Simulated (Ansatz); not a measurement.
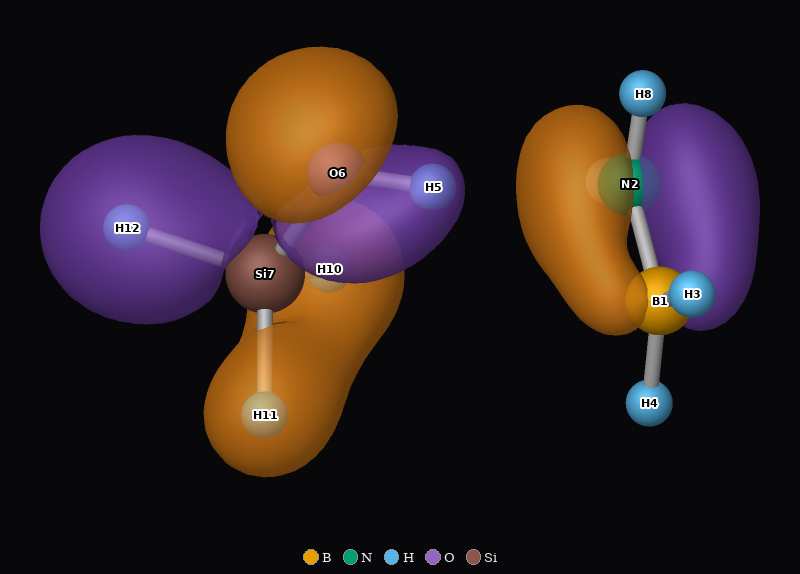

Figure 1: BH4N···H4OSi. The HOMO−1 at ±0.1 Å⁻³ᐟ² (orange and purple are the two phases), seen at a tilt.

Theory: RKS PBE-D4/6-31G* (Ansatz).

```yaml
atoms:
  - { symbol: B, position_ang: [1.7495, -1.1005, -0.5911] }
  - { symbol: N, position_ang: [1.7151, 0.2798, -0.3153] }
  - { symbol: H, position_ang: [2.3970, -1.8152, 0.1309] }
  - { symbol: H, position_ang: [1.1049, -1.5138, -1.5223] }
  - { symbol: H, position_ang: [0.0543, 0.1936, 0.9049] }
  - { symbol: O, position_ang: [-0.7760, 0.4577, 1.3653] }
  - { symbol: Si, position_ang: [-2.1174, 0.4437, 0.3653] }
  - { symbol: H, position_ang: [2.2897, 0.7197, 0.4052] }
  - { symbol: H, position_ang: [1.2587, 0.9583, -0.9272] }
  - { symbol: H, position_ang: [-1.9115, 1.2659, -0.8870] }
  - { symbol: H, position_ang: [-2.5273, -0.9356, -0.0841] }
  - { symbol: H, position_ang: [-3.2370, 1.0463, 1.1556] }
```

**What is the character of this orbital?**

It lies mainly on O6 (about 35 %), N2 (about 15 %), Si7 (about 15 %), H12 (about 10 %) and H10 (about 5 %). Its energy is −7.34 eV.
